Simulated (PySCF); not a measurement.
**SiCl (doublet): density, localisation and related maps**

```yaml
atoms:
  - { symbol: Si, position_ang: [0.0000, 0.0000, -1.1616] }
  - { symbol: Cl, position_ang: [0.0000, 0.0000, 0.9294] }
```

Level of theory: PySCF, PBE0/6-311G(d,p), non-relativistic, at a bond length of 2.091 Å.

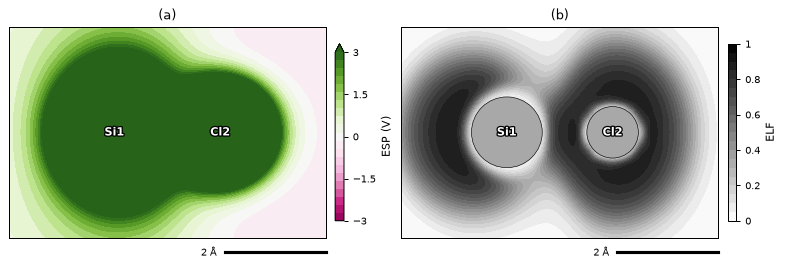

Figure 1. (a) molecular electrostatic potential; (b) electron localisation function on a plane that holds the molecular axis. Grey discs cover the atomic cores in the ELF map.

> What does the map show?

- Atoms in the plane: Si and Cl.
- Si–Cl (2.09 Å): the ELF peaks at about 0.85 between the atoms, as expected for a shared but strongly polarised pair.
- The ELF also peaks beside Cl2 and Si1, away from the bonds: non-bonding electrons, paired or unpaired.
- Outside the dense part of the molecule the potential is most negative (−0.3 V) near Cl2.

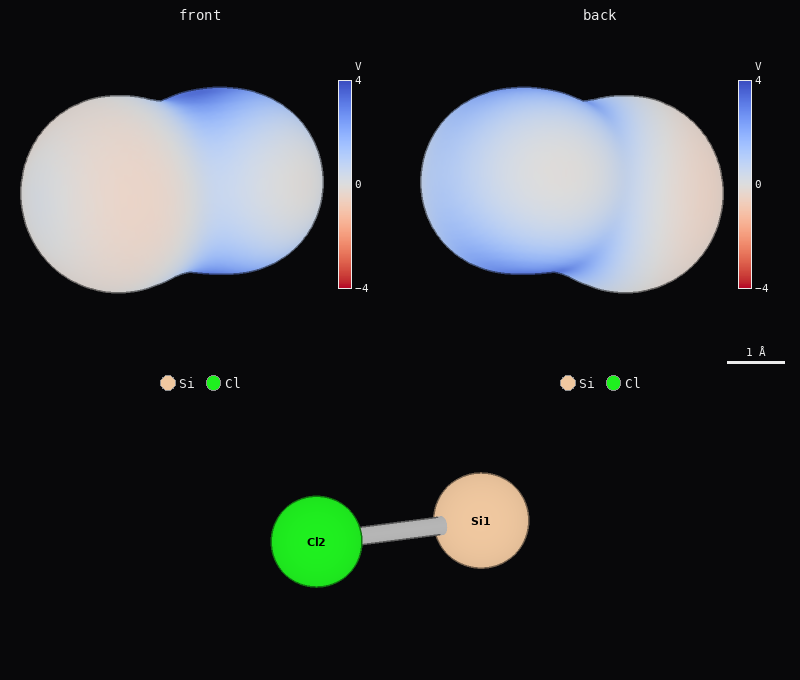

Figure 2. The electrostatic potential painted on the density surface at 0.004 e/bohr³, seen from the front and from behind; the colour scale runs from red (negative) to blue (positive). The bare structure is drawn below in the same view.

> Which sites attract a positive test charge, and which a negative one?

A positive charge is drawn to the negative regions and a negative charge to the positive ones. The most negative region (about −0.4 V) lies over Cl2, the most positive (about +3.2 V) over Si1.
